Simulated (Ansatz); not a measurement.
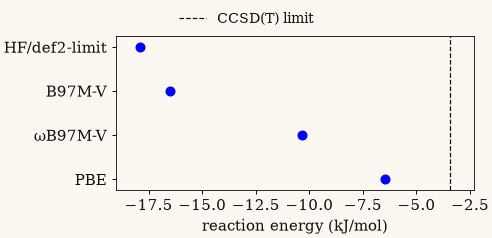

Electronic reaction energy of AlSiH₅Se ([AlH2][Se][SiH3]) + H₂O (O) → AlH₃O ([OH][AlH2]) + SiH₄Se ([SiH3][SeH]) (SMILES in brackets) at several levels (functionals in def2-TZVPP unless a basis is named), isolated molecules at PBE0-D4 triple-zeta geometries, minima by their frequencies, no zero-point or thermal terms, the Ansatz code 0.2.0. The line is frozen-core CCSD(T) at the basis limit (MP2 extrapolated from triple and quadruple zeta, plus CCSD(T) less MP2 in a smaller set). No dispersion term is added to PBE. The limit lies 5.3 kJ/mol from CCSD(T)/def2-TZVPP, so the line itself is uncertain by a part of that.

> What range do the values span, the line included?

From −17.9 kJ/mol (HF/def2-limit) to −3.4 kJ/mol (CCSD(T) limit).

> Give the values.

```
        level  kJ/mol  less CCSD(T) limit
HF/def2-limit   −17.9               −14.4
       B97M-V   −16.5               −13.1
      ωB97M-V   −10.3                −6.9
          PBE    −6.5                −3.0
CCSD(T) limit    −3.4                 0.0
```

Known limits of this run: no scalar relativity up to krypton; outer-core shells are correlated without core-valence functions, which makes the correlated values less sure.
